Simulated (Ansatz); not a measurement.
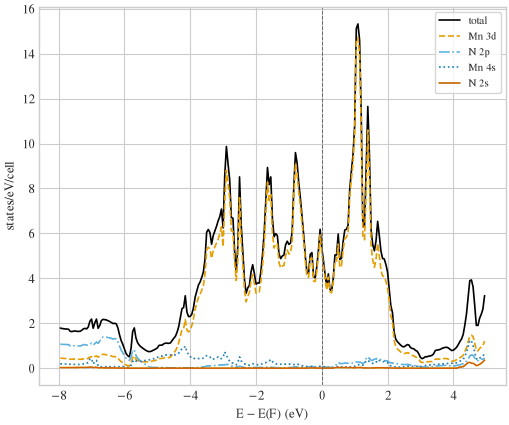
Figure: Total and projected density of states of Mn$_{4}$N in space group Pm-3m (No. 221; Mn on 1a, Mn on 3c, N on 1b), DFT-PBEsol in the program Ansatz with PAW potentials

**Question.** Which orbitals carry the states next to the Fermi level?

**Answer.** Within 0.5 eV of the Fermi level: Mn 3d 96 %. Projections are on Löwdin-orthogonalised atomic valence shells; empty p or d shells of many metals are not among them.

**Question.** Where is the tallest occupied peak in this window, and what makes it?

**Answer.** Near -2.9 eV, about 9.9 states/eV per cell; the largest projected share is Mn 3d.

The first step of the workflow began from a Materials Project structure, measured or hypothetical; the Crystallography Open Database copy checked does not list it. Whether it is the stable phase at ambient conditions was not checked. The PBEsol relaxation kept the symmetry of its start, as lowered by the spin order; whether a distortion lowers the energy is not shown. Spin order of the final state: ferrimagnetic, chosen from 5 collinear starts compared on coarse meshes (ties went to the first, and starts can fall back to one state), not a proven ground state. The volume lies over 15 % below that of the usual cell of this phase: another minimum, or an error of the functional. No Hubbard U is applied.

Potentials: the earlier of the program's two PAW sets. The files were generated under PBE; for other functionals the program regenerates the frozen cores, and for LDA and PBEsol the local potential too.
